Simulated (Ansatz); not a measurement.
## Run report: ZrClF$_{3}$, molecular dynamics (part 1 of 3)

The run: molecular dynamics of ZrClF$_{3}$. Method and program: RKS B3LYP-D4/def2-SVP (Ansatz 0.2.0).

It belongs to a series of runs on one base structure; here: dynamics from the start.

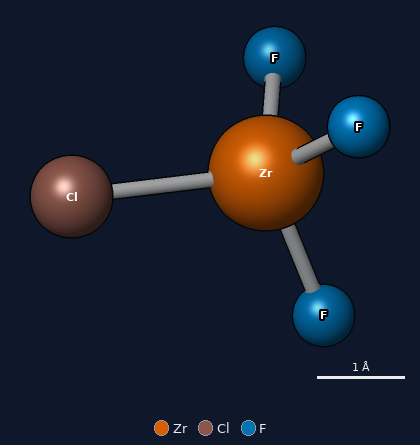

The starting structure (ball-and-stick view, seen at a tilt). Sticks mark near contacts. Bond lengths as drawn: Cl–Zr 2.35 Å and F–Zr 1.90 Å.

**Input file**
```yaml
crystal:
  periodic: [false, false, false]
  atoms:
    - { symbol: Zr, position_ang: [0.000418, 0.0, 0.024391] }
    - { symbol: Cl, position_ang: [9.6e-05, 0.0, 2.379059] }
    - { symbol: F, position_ang: [1.786285, 0.0, -0.620267] }
    - { symbol: F, position_ang: [-0.892449, 1.546508, -0.620541] }
    - { symbol: F, position_ang: [-0.892449, -1.546508, -0.620541] }
basis:
  gaussian: { orbitals: def2-SVP }
hamiltonian:
  xc: b3lyp
  dispersion: d4
md:
  timestep: 2.0
  n_steps: 250
  ensemble: nve
  temperature: 300.0
  initial_velocities: maxwell_boltzmann
  seed: 543253
```

Hardware: 2 threads of Arm Neoverse V1, 24 GiB of memory available, shared host.

Run as:
```bash
ansatz run input.yaml --threads 2 --pin off --max-ram 3072MiB --backend cpu --events-out ev --progress --plain --runs-dir out
```

**Log**
```
Engine: ansatz 0.2.0, aarch64-unknown-linux-gnu
Functional definition: B3LYP
  parameter a0 = 0.2
  parameter ax = 0.72
  parameter ac = 0.81
  exchange = (1 - a0 - ax)*slater_x + ax*b88_x + a0*exact_x
  correlation = (1 - ac)*vwn_rpa_c + ac*lyp_c
942 factors; integrals over basis functions are off by at most 2.2e-4 eV
mean field evaluation 1: about -21946.9018 eV, gradient 6.2e1 eV
mean field evaluation 2: about -21902.0135 eV, gradient 1.8e2 eV
mean field evaluation 4: about -21953.3119 eV, gradient 3.7e0 eV
mean field evaluation 8: about -21953.3736 eV, gradient 4.0e-2 eV
mean field evaluation 16: about -21953.3736 eV, gradient 3.1e-5 eV
mean field -21953.37363369 eV, -806.7716005070 hartree, gradient 3.1e-5 eV, S^2 0.000000; 0 other end points of the search recorded, 0 dependent functions left out
the calculation of the forces begins
reference -21953.37393571 eV, -806.7716116062 hartree; 28, 28 occupied and 63, 63 virtual orbitals, 942 factors
md step     0: t =     0.00 fs  T =   300.0 K  F+E_penalty+E_count = -21953.55301566 eV  E_kin = 0.116334 eV  conserved = -21953.43668166 eV  (28 SCF iters)
these checks for a lower state are left out or cut short: starts, cluster_reference, orbital_swaps, neighbouring_geometries, increment
942 factors; integrals over basis functions are off by at most 2.2e-4 eV
mean field -21953.37073366 eV, -806.7714939329 hartree, gradient 7.6e-6 eV, S^2 0.000000; 0 other end points of the search recorded, 0 dependent functions left out
the calculation of the forces begins
reference -21953.37103569 eV, -806.7715050323 hartree; 28, 28 occupied and 63, 63 virtual orbitals, 942 factors
md step     1: t =     2.00 fs  T =   292.3 K  F+E_penalty+E_count = -21953.54995383 eV  E_kin = 0.113337 eV  conserved = -21953.43661668 eV  (33 SCF iters, 3 dispersion substeps)
[... from here on the SCF iterations and repeated set-up lines of each step are left out, up to the last step ...]
md step     2: t =     4.00 fs  T =   271.0 K  F+E_penalty+E_count = -21953.54156792 eV  E_kin = 0.105092 eV  conserved = -21953.43647641 eV  (33 SCF iters, 3 dispersion substeps)
md step     3: t =     6.00 fs  T =   241.7 K  F+E_penalty+E_count = -21953.53000965 eV  E_kin = 0.093709 eV  conserved = -21953.43630031 eV  (34 SCF iters, 3 dispersion substeps)
md step     4: t =     8.00 fs  T =   211.2 K  F+E_penalty+E_count = -21953.51801671 eV  E_kin = 0.081884 eV  conserved = -21953.43613298 eV  (33 SCF iters, 3 dispersion substeps)
md step     5: t =    10.00 fs  T =   186.2 K  F+E_penalty+E_count = -21953.50820726 eV  E_kin = 0.072193 eV  conserved = -21953.43601438 eV  (33 SCF iters, 3 dispersion substeps)
md step     6: t =    12.00 fs  T =   171.4 K  F+E_penalty+E_count = -21953.50244501 eV  E_kin = 0.066474 eV  conserved = -21953.43597125 eV  (26 SCF iters, 3 dispersion substeps)
md step     7: t =    14.00 fs  T =   168.7 K  F+E_penalty+E_count = -21953.50141307 eV  E_kin = 0.065402 eV  conserved = -21953.43601140 eV  (25 SCF iters, 3 dispersion substeps)
md step     8: t =    16.00 fs  T =   176.3 K  F+E_penalty+E_count = -21953.50448761 eV  E_kin = 0.068365 eV  conserved = -21953.43612254 eV  (34 SCF iters, 3 dispersion substeps)
md step     9: t =    18.00 fs  T =   189.9 K  F+E_penalty+E_count = -21953.50993021 eV  E_kin = 0.073654 eV  conserved = -21953.43627595 eV  (34 SCF iters, 3 dispersion substeps)
md step    10: t =    20.00 fs  T =   203.5 K  F+E_penalty+E_count = -21953.51534281 eV  E_kin = 0.078909 eV  conserved = -21953.43643344 eV  (33 SCF iters, 3 dispersion substeps)
md step    11: t =    22.00 fs  T =   210.7 K  F+E_penalty+E_count = -21953.51827498 eV  E_kin = 0.081720 eV  conserved = -21953.43655545 eV  (33 SCF iters, 3 dispersion substeps)
md step    12: t =    24.00 fs  T =   206.9 K  F+E_penalty+E_count = -21953.51685281 eV  E_kin = 0.080244 eV  conserved = -21953.43660881 eV  (33 SCF iters, 3 dispersion substeps)
md step    13: t =    26.00 fs  T =   190.1 K  F+E_penalty+E_count = -21953.51030164 eV  E_kin = 0.073727 eV  conserved = -21953.43657418 eV  (33 SCF iters, 3 dispersion substeps)
md step    14: t =    28.00 fs  T =   161.9 K  F+E_penalty+E_count = -21953.49924148 eV  E_kin = 0.062788 eV  conserved = -21953.43645299 eV  (33 SCF iters, 3 dispersion substeps)
md step    15: t =    30.00 fs  T =   127.3 K  F+E_penalty+E_count = -21953.48564623 eV  E_kin = 0.049374 eV  conserved = -21953.43627228 eV  (33 SCF iters, 3 dispersion substeps)
md step    16: t =    32.00 fs  T =    93.7 K  F+E_penalty+E_count = -21953.47239997 eV  E_kin = 0.036317 eV  conserved = -21953.43608268 eV  (34 SCF iters, 3 dispersion substeps)
md step    17: t =    34.00 fs  T =    68.5 K  F+E_penalty+E_count = -21953.46249493 eV  E_kin = 0.026549 eV  conserved = -21953.43594547 eV  (30 SCF iters, 3 dispersion substeps)
md step    18: t =    36.00 fs  T =    57.2 K  F+E_penalty+E_count = -21953.45808054 eV  E_kin = 0.022170 eV  conserved = -21953.43591005 eV  (25 SCF iters, 3 dispersion substeps)
md step    19: t =    38.00 fs  T =    61.2 K  F+E_penalty+E_count = -21953.45970669 eV  E_kin = 0.023715 eV  conserved = -21953.43599208 eV  (25 SCF iters, 3 dispersion substeps)
md step    20: t =    40.00 fs  T =    77.2 K  F+E_penalty+E_count = -21953.46608857 eV  E_kin = 0.029924 eV  conserved = -21953.43616488 eV  (35 SCF iters, 3 dispersion substeps)
md step    21: t =    42.00 fs  T =    98.4 K  F+E_penalty+E_count = -21953.47451962 eV  E_kin = 0.038150 eV  conserved = -21953.43636990 eV  (34 SCF iters, 3 dispersion substeps)
md step    22: t =    44.00 fs  T =   116.6 K  F+E_penalty+E_count = -21953.48177422 eV  E_kin = 0.045233 eV  conserved = -21953.43654072 eV  (33 SCF iters, 3 dispersion substeps)
md step    23: t =    46.00 fs  T =   125.1 K  F+E_penalty+E_count = -21953.48514205 eV  E_kin = 0.048516 eV  conserved = -21953.43662652 eV  (33 SCF iters, 3 dispersion substeps)
md step    24: t =    48.00 fs  T =   120.2 K  F+E_penalty+E_count = -21953.48322847 eV  E_kin = 0.046622 eV  conserved = -21953.43660647 eV  (33 SCF iters, 3 dispersion substeps)
md step    25: t =    50.00 fs  T =   102.6 K  F+E_penalty+E_count = -21953.47629485 eV  E_kin = 0.039803 eV  conserved = -21953.43649165 eV  (33 SCF iters, 3 dispersion substeps)
md step    26: t =    52.00 fs  T =    76.8 K  F+E_penalty+E_count = -21953.46609903 eV  E_kin = 0.029781 eV  conserved = -21953.43631812 eV  (33 SCF iters, 3 dispersion substeps)
md step    27: t =    54.00 fs  T =    49.5 K  F+E_penalty+E_count = -21953.45533900 eV  E_kin = 0.019205 eV  conserved = -21953.43613435 eV  (33 SCF iters, 3 dispersion substeps)
md step    28: t =    56.00 fs  T =    28.1 K  F+E_penalty+E_count = -21953.44688726 eV  E_kin = 0.010898 eV  conserved = -21953.43598912 eV  (34 SCF iters, 3 dispersion substeps)
md step    29: t =    58.00 fs  T =    18.3 K  F+E_penalty+E_count = -21953.44302487 eV  E_kin = 0.007107 eV  conserved = -21953.43591779 eV  (25 SCF iters, 3 dispersion substeps)
md step    30: t =    60.00 fs  T =    23.1 K  F+E_penalty+E_count = -21953.44487725 eV  E_kin = 0.008942 eV  conserved = -21953.43593488 eV  (24 SCF iters, 3 dispersion substeps)
md step    31: t =    62.00 fs  T =    41.6 K  F+E_penalty+E_count = -21953.45218030 eV  E_kin = 0.016149 eV  conserved = -21953.43603173 eV  (25 SCF iters, 3 dispersion substeps)
md step    32: t =    64.00 fs  T =    70.2 K  F+E_penalty+E_count = -21953.46341030 eV  E_kin = 0.027229 eV  conserved = -21953.43618138 eV  (34 SCF iters, 3 dispersion substeps)
md step    33: t =    66.00 fs  T =   102.8 K  F+E_penalty+E_count = -21953.47620720 eV  E_kin = 0.039860 eV  conserved = -21953.43634701 eV  (33 SCF iters, 3 dispersion substeps)
md step    34: t =    68.00 fs  T =   132.7 K  F+E_penalty+E_count = -21953.48795983 eV  E_kin = 0.051469 eV  conserved = -21953.43649074 eV  (33 SCF iters, 3 dispersion substeps)
md step    35: t =    70.00 fs  T =   154.3 K  F+E_penalty+E_count = -21953.49641383 eV  E_kin = 0.059834 eV  conserved = -21953.43658021 eV  (33 SCF iters, 3 dispersion substeps)
md step    36: t =    72.00 fs  T =   164.0 K  F+E_penalty+E_count = -21953.50019157 eV  E_kin = 0.063598 eV  conserved = -21953.43659328 eV  (33 SCF iters, 3 dispersion substeps)
md step    37: t =    74.00 fs  T =   161.5 K  F+E_penalty+E_count = -21953.49914087 eV  E_kin = 0.062618 eV  conserved = -21953.43652276 eV  (29 SCF iters, 3 dispersion substeps)
md step    38: t =    76.00 fs  T =   149.7 K  F+E_penalty+E_count = -21953.49443536 eV  E_kin = 0.058054 eV  conserved = -21953.43638136 eV  (34 SCF iters, 3 dispersion substeps)
md step    39: t =    78.00 fs  T =   134.5 K  F+E_penalty+E_count = -21953.48835234 eV  E_kin = 0.052148 eV  conserved = -21953.43620483 eV  (33 SCF iters, 3 dispersion substeps)
md step    40: t =    80.00 fs  T =   122.9 K  F+E_penalty+E_count = -21953.48369654 eV  E_kin = 0.047650 eV  conserved = -21953.43604622 eV  (34 SCF iters, 3 dispersion substeps)
md step    41: t =    82.00 fs  T =   121.2 K  F+E_penalty+E_count = -21953.48296254 eV  E_kin = 0.047002 eV  conserved = -21953.43596072 eV  (33 SCF iters, 3 dispersion substeps)
md step    42: t =    84.00 fs  T =   132.8 K  F+E_penalty+E_count = -21953.48748174 eV  E_kin = 0.051499 eV  conserved = -21953.43598313 eV  (25 SCF iters, 3 dispersion substeps)
md step    43: t =    86.00 fs  T =   156.7 K  F+E_penalty+E_count = -21953.49689319 eV  E_kin = 0.060783 eV  conserved = -21953.43611047 eV  (33 SCF iters, 3 dispersion substeps)
md step    44: t =    88.00 fs  T =   188.0 K  F+E_penalty+E_count = -21953.50919477 eV  E_kin = 0.072894 eV  conserved = -21953.43630088 eV  (33 SCF iters, 3 dispersion substeps)
md step    45: t =    90.00 fs  T =   218.9 K  F+E_penalty+E_count = -21953.52138882 eV  E_kin = 0.084898 eV  conserved = -21953.43649071 eV  (33 SCF iters, 3 dispersion substeps)
md step    46: t =    92.00 fs  T =   242.0 K  F+E_penalty+E_count = -21953.53046693 eV  E_kin = 0.093847 eV  conserved = -21953.43661946 eV  (33 SCF iters, 3 dispersion substeps)
md step    47: t =    94.00 fs  T =   251.9 K  F+E_penalty+E_count = -21953.53435172 eV  E_kin = 0.097701 eV  conserved = -21953.43665102 eV  (33 SCF iters, 3 dispersion substeps)
md step    48: t =    96.00 fs  T =   247.3 K  F+E_penalty+E_count = -21953.53247279 eV  E_kin = 0.095891 eV  conserved = -21953.43658190 eV  (33 SCF iters, 3 dispersion substeps)
md step    49: t =    98.00 fs  T =   230.5 K  F+E_penalty+E_count = -21953.52583804 eV  E_kin = 0.089400 eV  conserved = -21953.43643784 eV  (33 SCF iters, 3 dispersion substeps)
md step    50: t =   100.00 fs  T =   207.3 K  F+E_penalty+E_count = -21953.51664618 eV  E_kin = 0.080384 eV  conserved = -21953.43626243 eV  (33 SCF iters, 3 dispersion substeps)
md step    51: t =   102.00 fs  T =   184.4 K  F+E_penalty+E_count = -21953.50761039 eV  E_kin = 0.071507 eV  conserved = -21953.43610354 eV  (33 SCF iters, 3 dispersion substeps)
md step    52: t =   104.00 fs  T =   168.2 K  F+E_penalty+E_count = -21953.50120774 eV  E_kin = 0.065207 eV  conserved = -21953.43600052 eV  (33 SCF iters, 3 dispersion substeps)
md step    53: t =   106.00 fs  T =   162.7 K  F+E_penalty+E_count = -21953.49905638 eV  E_kin = 0.063081 eV  conserved = -21953.43597509 eV  (25 SCF iters, 3 dispersion substeps)
md step    54: t =   108.00 fs  T =   169.0 K  F+E_penalty+E_count = -21953.50156318 eV  E_kin = 0.065535 eV  conserved = -21953.43602851 eV  (25 SCF iters, 3 dispersion substeps)
md step    55: t =   110.00 fs  T =   185.0 K  F+E_penalty+E_count = -21953.50789539 eV  E_kin = 0.071752 eV  conserved = -21953.43614381 eV  (33 SCF iters, 3 dispersion substeps)
md step    56: t =   112.00 fs  T =   206.2 K  F+E_penalty+E_count = -21953.51624252 eV  E_kin = 0.079950 eV  conserved = -21953.43629205 eV  (29 SCF iters, 3 dispersion substeps)
md step    57: t =   114.00 fs  T =   226.5 K  F+E_penalty+E_count = -21953.52427336 eV  E_kin = 0.087834 eV  conserved = -21953.43643952 eV  (33 SCF iters, 3 dispersion substeps)
md step    58: t =   116.00 fs  T =   240.1 K  F+E_penalty+E_count = -21953.52967602 eV  E_kin = 0.093123 eV  conserved = -21953.43655351 eV  (33 SCF iters, 3 dispersion substeps)
md step    59: t =   118.00 fs  T =   242.6 K  F+E_penalty+E_count = -21953.53068436 eV  E_kin = 0.094078 eV  conserved = -21953.43660666 eV  (33 SCF iters, 3 dispersion substeps)
md step    60: t =   120.00 fs  T =   231.9 K  F+E_penalty+E_count = -21953.52651373 eV  E_kin = 0.089932 eV  conserved = -21953.43658175 eV  (33 SCF iters, 3 dispersion substeps)
md step    61: t =   122.00 fs  T =   209.3 K  F+E_penalty+E_count = -21953.51762709 eV  E_kin = 0.081150 eV  conserved = -21953.43647709 eV  (33 SCF iters, 3 dispersion substeps)
md step    62: t =   124.00 fs  T =   179.0 K  F+E_penalty+E_count = -21953.50574020 eV  E_kin = 0.069427 eV  conserved = -21953.43631305 eV  (33 SCF iters, 3 dispersion substeps)
md step    63: t =   126.00 fs  T =   147.9 K  F+E_penalty+E_count = -21953.49348097 eV  E_kin = 0.057348 eV  conserved = -21953.43613263 eV  (34 SCF iters, 3 dispersion substeps)
md step    64: t =   128.00 fs  T =   123.0 K  F+E_penalty+E_count = -21953.48370388 eV  E_kin = 0.047712 eV  conserved = -21953.43599236 eV  (33 SCF iters, 3 dispersion substeps)
md step    65: t =   130.00 fs  T =   110.0 K  F+E_penalty+E_count = -21953.47861274 eV  E_kin = 0.042671 eV  conserved = -21953.43594143 eV  (25 SCF iters, 3 dispersion substeps)
md step    66: t =   132.00 fs  T =   110.9 K  F+E_penalty+E_count = -21953.47900207 eV  E_kin = 0.043001 eV  conserved = -21953.43600057 eV  (25 SCF iters, 3 dispersion substeps)
md step    67: t =   134.00 fs  T =   123.3 K  F+E_penalty+E_count = -21953.48394465 eV  E_kin = 0.047794 eV  conserved = -21953.43615033 eV  (32 SCF iters, 3 dispersion substeps)
md step    68: t =   136.00 fs  T =   141.2 K  F+E_penalty+E_count = -21953.49109346 eV  E_kin = 0.054755 eV  conserved = -21953.43633880 eV  (33 SCF iters, 3 dispersion substeps)
md step    69: t =   138.00 fs  T =   157.3 K  F+E_penalty+E_count = -21953.49748416 eV  E_kin = 0.060981 eV  conserved = -21953.43650291 eV  (33 SCF iters, 3 dispersion substeps)
md step    70: t =   140.00 fs  T =   164.8 K  F+E_penalty+E_count = -21953.50051105 eV  E_kin = 0.063918 eV  conserved = -21953.43659272 eV  (33 SCF iters, 3 dispersion substeps)
md step    71: t =   142.00 fs  T =   160.2 K  F+E_penalty+E_count = -21953.49871173 eV  E_kin = 0.062126 eV  conserved = -21953.43658614 eV  (33 SCF iters, 3 dispersion substeps)
md step    72: t =   144.00 fs  T =   143.5 K  F+E_penalty+E_count = -21953.49212918 eV  E_kin = 0.055638 eV  conserved = -21953.43649083 eV  (33 SCF iters, 3 dispersion substeps)
md step    73: t =   146.00 fs  T =   118.3 K  F+E_penalty+E_count = -21953.48220806 eV  E_kin = 0.045871 eV  conserved = -21953.43633743 eV  (33 SCF iters, 3 dispersion substeps)
md step    74: t =   148.00 fs  T =    90.7 K  F+E_penalty+E_count = -21953.47132418 eV  E_kin = 0.035156 eV  conserved = -21953.43616840 eV  (33 SCF iters, 3 dispersion substeps)
md step    75: t =   150.00 fs  T =    67.3 K  F+E_penalty+E_count = -21953.46211689 eV  E_kin = 0.026090 eV  conserved = -21953.43602707 eV  (29 SCF iters, 3 dispersion substeps)
md step    76: t =   152.00 fs  T =    53.8 K  F+E_penalty+E_count = -21953.45680387 eV  E_kin = 0.020856 eV  conserved = -21953.43594746 eV  (25 SCF iters, 3 dispersion substeps)
md step    77: t =   154.00 fs  T =    53.4 K  F+E_penalty+E_count = -21953.45663927 eV  E_kin = 0.020692 eV  conserved = -21953.43594740 eV  (24 SCF iters, 3 dispersion substeps)
md step    78: t =   156.00 fs  T =    66.0 K  F+E_penalty+E_count = -21953.46162807 eV  E_kin = 0.025603 eV  conserved = -21953.43602510 eV  (25 SCF iters, 3 dispersion substeps)
md step    79: t =   158.00 fs  T =    88.7 K  F+E_penalty+E_count = -21953.47054715 eV  E_kin = 0.034386 eV  conserved = -21953.43616147 eV  (34 SCF iters, 3 dispersion substeps)
md step    80: t =   160.00 fs  T =   115.8 K  F+E_penalty+E_count = -21953.48124775 eV  E_kin = 0.044923 eV  conserved = -21953.43632463 eV  (33 SCF iters, 3 dispersion substeps)
md step    81: t =   162.00 fs  T =   141.0 K  F+E_penalty+E_count = -21953.49116207 eV  E_kin = 0.054685 eV  conserved = -21953.43647696 eV  (33 SCF iters, 3 dispersion substeps)
md step    82: t =   164.00 fs  T =   158.1 K  F+E_penalty+E_count = -21953.49790446 eV  E_kin = 0.061322 eV  conserved = -21953.43658229 eV  (33 SCF iters, 3 dispersion substeps)
md step    83: t =   166.00 fs  T =   163.1 K  F+E_penalty+E_count = -21953.49985222 eV  E_kin = 0.063240 eV  conserved = -21953.43661191 eV  (34 SCF iters, 3 dispersion substeps)
md step    84: t =   168.00 fs  T =   154.8 K  F+E_penalty+E_count = -21953.49659501 eV  E_kin = 0.060043 eV  conserved = -21953.43655213 eV  (33 SCF iters, 3 dispersion substeps)
md step    85: t =   170.00 fs  T =   136.0 K  F+E_penalty+E_count = -21953.48913649 eV  E_kin = 0.052725 eV  conserved = -21953.43641137 eV  (33 SCF iters, 3 dispersion substeps)
md step    86: t =   172.00 fs  T =   112.2 K  F+E_penalty+E_count = -21953.47974356 eV  E_kin = 0.043520 eV  conserved = -21953.43622337 eV  (34 SCF iters, 3 dispersion substeps)
md step    87: t =   174.00 fs  T =    91.2 K  F+E_penalty+E_count = -21953.47140056 eV  E_kin = 0.035358 eV  conserved = -21953.43604245 eV  (34 SCF iters, 3 dispersion substeps)
md step    88: t =   176.00 fs  T =    80.0 K  F+E_penalty+E_count = -21953.46695570 eV  E_kin = 0.031028 eV  conserved = -21953.43592724 eV  (26 SCF iters, 3 dispersion substeps)
md step    89: t =   178.00 fs  T =    83.3 K  F+E_penalty+E_count = -21953.46821348 eV  E_kin = 0.032295 eV  conserved = -21953.43591800 eV  (26 SCF iters, 3 dispersion substeps)
md step    90: t =   180.00 fs  T =   101.3 K  F+E_penalty+E_count = -21953.47531714 eV  E_kin = 0.039298 eV  conserved = -21953.43601874 eV  (26 SCF iters, 3 dispersion substeps)
md step    91: t =   182.00 fs  T =   130.2 K  F+E_penalty+E_count = -21953.48668780 eV  E_kin = 0.050493 eV  conserved = -21953.43619512 eV  (33 SCF iters, 3 dispersion substeps)
md step    92: t =   184.00 fs  T =   162.9 K  F+E_penalty+E_count = -21953.49955202 eV  E_kin = 0.063163 eV  conserved = -21953.43638938 eV  (34 SCF iters, 3 dispersion substeps)
md step    93: t =   186.00 fs  T =   191.6 K  F+E_penalty+E_count = -21953.51083433 eV  E_kin = 0.074291 eV  conserved = -21953.43654323 eV  (33 SCF iters, 3 dispersion substeps)
md step    94: t =   188.00 fs  T =   210.0 K  F+E_penalty+E_count = -21953.51806865 eV  E_kin = 0.081452 eV  conserved = -21953.43661679 eV  (28 SCF iters, 3 dispersion substeps)
md step    95: t =   190.00 fs  T =   215.2 K  F+E_penalty+E_count = -21953.52003588 eV  E_kin = 0.083439 eV  conserved = -21953.43659673 eV  (34 SCF iters, 3 dispersion substeps)
md step    96: t =   192.00 fs  T =   207.6 K  F+E_penalty+E_count = -21953.51699044 eV  E_kin = 0.080496 eV  conserved = -21953.43649494 eV  (33 SCF iters, 3 dispersion substeps)
md step    97: t =   194.00 fs  T =   191.2 K  F+E_penalty+E_count = -21953.51048589 eV  E_kin = 0.074144 eV  conserved = -21953.43634195 eV  (33 SCF iters, 3 dispersion substeps)
md step    98: t =   196.00 fs  T =   172.1 K  F+E_penalty+E_count = -21953.50289724 eV  E_kin = 0.066718 eV  conserved = -21953.43617878 eV  (33 SCF iters, 3 dispersion substeps)
md step    99: t =   198.00 fs  T =   156.6 K  F+E_penalty+E_count = -21953.49677334 eV  E_kin = 0.060726 eV  conserved = -21953.43604759 eV  (34 SCF iters, 3 dispersion substeps)
md step   100: t =   200.00 fs  T =   150.1 K  F+E_penalty+E_count = -21953.49416922 eV  E_kin = 0.058187 eV  conserved = -21953.43598212 eV  (34 SCF iters, 3 dispersion substeps)
```
